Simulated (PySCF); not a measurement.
SMILES [SiH3]CO[SiH3] at its GFN2-xTB optimised geometry (Å):

```
12

Si     1.4428    -0.9932     0.0000
C     -0.4678    -0.9932     0.0000
O     -0.9999     0.3086     0.0000
Si    -1.2924     1.3140     1.2282
H      1.8625    -2.3936    -0.0819
H      1.9270    -0.3945     1.2438
H      1.9178    -0.2306    -1.1521
H     -0.8591    -1.5550     0.8555
H     -0.8470    -1.4841    -0.9028
H     -2.1687     0.6887     2.2260
H     -1.9270     2.3936     0.4910
H     -0.0625     1.7227     1.9168
```

Computed with PySCF with B3LYP/def2-TZVP.

Map of the HOMO−1 amplitude (bohr^(-3/2)) on the plane z = 0.8 Å; orbital energy -8.50 eV, overall sign arbitrary:

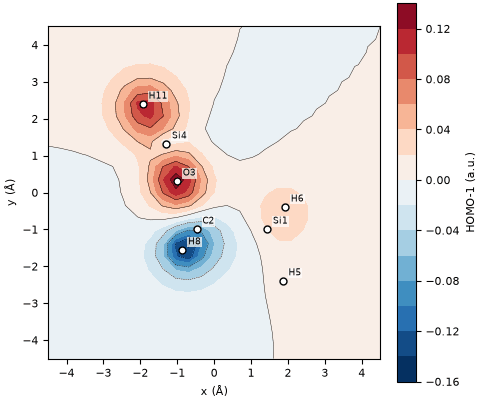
Figure: HOMO−1 amplitude (bohr^(-3/2)) on the plane z = 0.8 Å.
